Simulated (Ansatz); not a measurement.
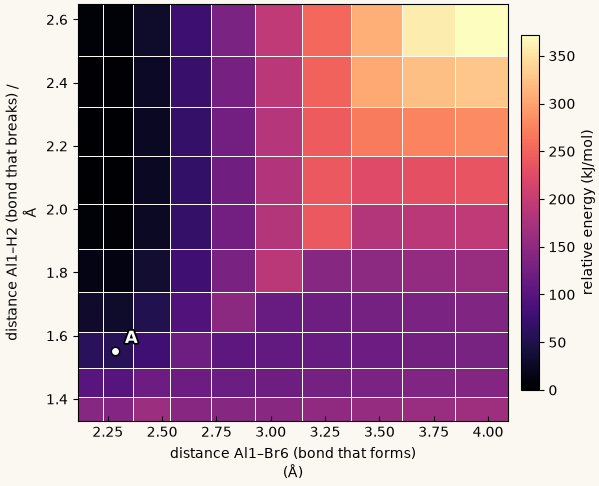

The reacting system AlBrF₂H₂ (fragments AlF₂H + BrH where the first distance is long, AlBrF₂ + H₂ where the second is long). Coordinates scanned: (1) distance Al1–Br6 (bond that forms); (2) distance Al1–H2 (bond that breaks). Relaxed at each point: all other coordinates. Grid: 10 × 10 points. Points are written as (first, second). Energies: kJ/mol, counted from the lowest grid point. Energies and slopes of some neighbouring points disagree (a jump in structure or state, or too coarse a mesh). The reference is spin-restricted, so regions where a bond is pulled apart into radicals lie too high. These are results of RKS PBE0-D4/def2-SVP in Ansatz 0.2.0, not measurements.

The picture shows one coloured cell a grid point, the point A.

Q: Is A at rest? If not, where is it pushed?

A: A, at (2.284 Å, 1.551 Å), is not a stationary point. The computed force is 58 kJ/mol for each Å towards smaller values of the first coordinate and 300 kJ/mol for each Å towards larger values of the second coordinate.
